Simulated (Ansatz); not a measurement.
Input file:

```
crystal:
  periodic: [false, false, false]
  atoms:
    - {symbol: C, position_ang: [0.739338, 0.697279, -1.163107]}
    - {symbol: C, position_ang: [-0.469406, -0.052190, -0.594468]}
    - {symbol: C, position_ang: [-0.395143, -1.532730, -0.979094]}
    - {symbol: C, position_ang: [-1.759311, 0.555724, -1.124269]}
    - {symbol: C, position_ang: [-0.439298, 0.066098, 0.923326]}
    - {symbol: O, position_ang: [-1.330033, 0.570930, 1.559300]}
    - {symbol: C, position_ang: [0.796883, -0.432935, 1.658871]}
    - {symbol: C, position_ang: [1.519230, 0.743494, 2.268319]}
    - {symbol: O, position_ang: [2.684159, 0.969075, 2.101534]}
    - {symbol: H, position_ang: [0.733462, 0.618139, -2.252942]}
    - {symbol: H, position_ang: [0.703702, 1.758427, -0.904682]}
    - {symbol: H, position_ang: [1.688711, 0.293574, -0.805721]}
    - {symbol: H, position_ang: [-1.233643, -2.093507, -0.558814]}
    - {symbol: H, position_ang: [0.532998, -2.002718, -0.648275]}
    - {symbol: H, position_ang: [-0.441823, -1.625652, -2.066837]}
    - {symbol: H, position_ang: [-2.633225, 0.042679, -0.719961]}
    - {symbol: H, position_ang: [-1.841018, 1.608276, -0.849450]}
    - {symbol: H, position_ang: [-1.783892, 0.478044, -2.213806]}
    - {symbol: H, position_ang: [0.432257, -1.053132, 2.484343]}
    - {symbol: H, position_ang: [1.491898, -1.002699, 1.046446]}
    - {symbol: H, position_ang: [0.879555, 1.404525, 2.886485]}
basis:
  gaussian: {orbitals: def2-TZVPP}
hamiltonian: {xc: pbe0, dispersion: d4}
output: {orbitals: {seedname: orbitals}}
```

Run with:

```sh
ansatz run in.yaml --threads 4 --pin off --events-out ev --progress --plain --max-ram 66560MiB --backend cuda --devices 0, --max-vram 37GiB
```

Geometry: PBE0-D4/def2-TZVP.

All numbers below come from RKS PBE0-D4/def2-TZVPP (Ansatz 0.2.0).

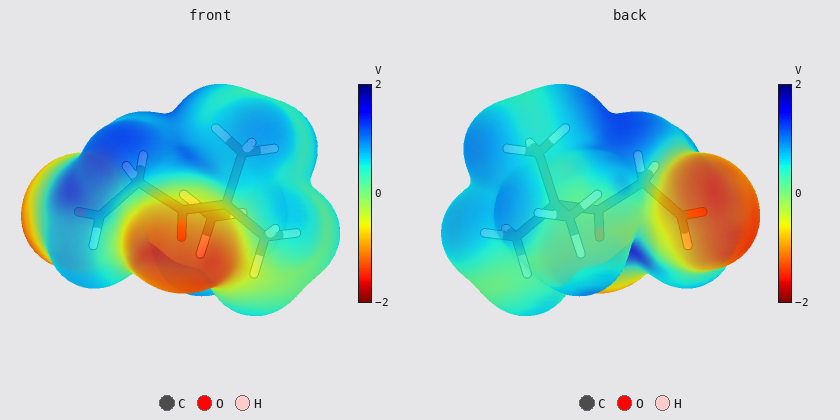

C₇H₁₂O₂ (SMILES CC(C)(C)C(=O)CC=O). The molecular electrostatic potential painted on the density surface at 0.002 e/bohr³, seen from the front and from behind; red is negative and blue positive.

> Which sites attract a positive test charge, and which a negative one?

A positive charge is drawn to the negative regions and a negative charge to the positive ones. The most negative region (about −1.5 V) lies over O6 and O9, the most positive (about +1.3 V) over C5, C8, H19 and H20.
